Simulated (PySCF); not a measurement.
**C₃H₁₃B₂NSi (SMILES BCN([SiH3])B(C)C): density, localisation and related maps**

```xyz
20

B    -0.4688    2.1385    0.7802
C    -1.2606    1.0444   -0.0563
N    -0.6082   -0.2803   -0.0449
Si   -1.7225   -1.6000    0.1952
B     0.7769   -0.3226   -0.2395
C     1.5691   -1.6948   -0.3738
C     1.5833    1.0439   -0.3454
H    -0.5549    3.2662    0.4647
H    -0.1583    1.8730    1.8798
H    -1.4119    1.3352   -1.1027
H    -2.2639    0.9479    0.3732
H    -1.0096   -2.8715    0.2028
H    -2.3948   -1.3771    1.4816
H    -2.7065   -1.5645   -0.8960
H     2.6117   -1.5456   -0.6447
H     1.5570   -2.2455    0.5648
H     1.1279   -2.3488   -1.1222
H     1.0032    1.8848    0.0788
H     2.5340    1.0199    0.1841
H     1.7918    1.3074   -1.3827
```

Geometry: GFN2-xTB.

All numbers below come from CAM-B3LYP/def2-SVPD, SCF density, gas phase (PySCF 2.14.0).

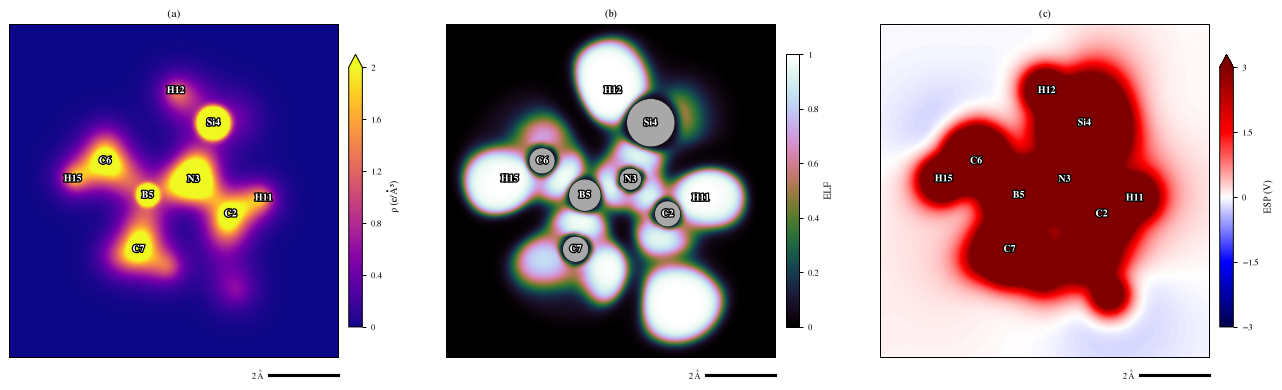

Figure 1. (a) electron density; (b) ELF; (c) molecular electrostatic potential on the plane of atoms N3, B5 and C6. Grey discs cover the atomic cores in the ELF map.

Question: What does the map show?

Answer:
- Atoms in the plane: C, N, Si, B and H.
- B–N (1.40 Å): the density is about 1.9 e/Å³ at the midpoint; the ELF peaks at about 0.95 between the atoms; a short, strongly polar bond.
- C–N (1.48 Å): ρ at the midpoint is about 1.8 e/Å³; the ELF peaks at about 0.95 between the atoms, as expected for localised, covalent bonding.
- C–B (1.59 Å): ρ is about 1.4 e/Å³ halfway; the ELF peaks at about 1 between the atoms; localised, covalent bonding.
- Si–N (1.74 Å): the density is about 1.1 e/Å³ at the midpoint; the ELF peaks at about 0.95 between the atoms (a polar covalent bond).
- C–H (1.10 Å): the density is about 1.9 e/Å³ at the midpoint; the ELF climbs to about 1 towards the hydrogen, as it does in any bond to H (an ordinary covalent bond to hydrogen).
- The potential has no marked negative region in this plane.

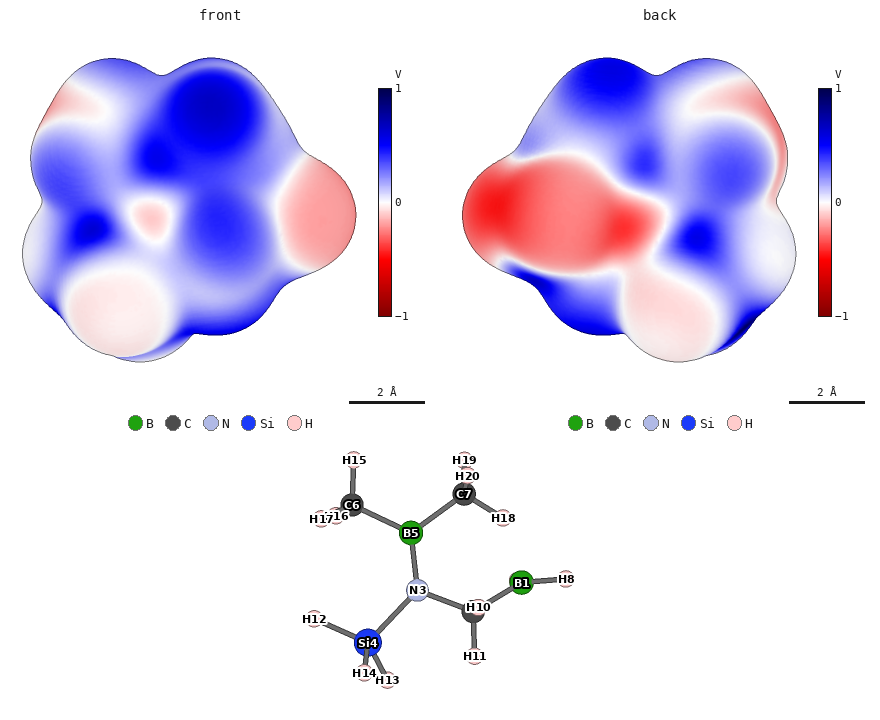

Figure 2. The electrostatic potential painted on the density surface at 0.001 e/bohr³, seen from the front and from behind; red is negative and blue positive. The bare structure is drawn below in the same view.

Question: Where is the surface potential most negative and most positive?

Answer: The most negative region (about −0.5 V) lies over H9, the most positive (about +0.8 V) over Si4.

Question: How polar is the molecule by this calculation?

Answer: Its dipole moment is 0.73 D.
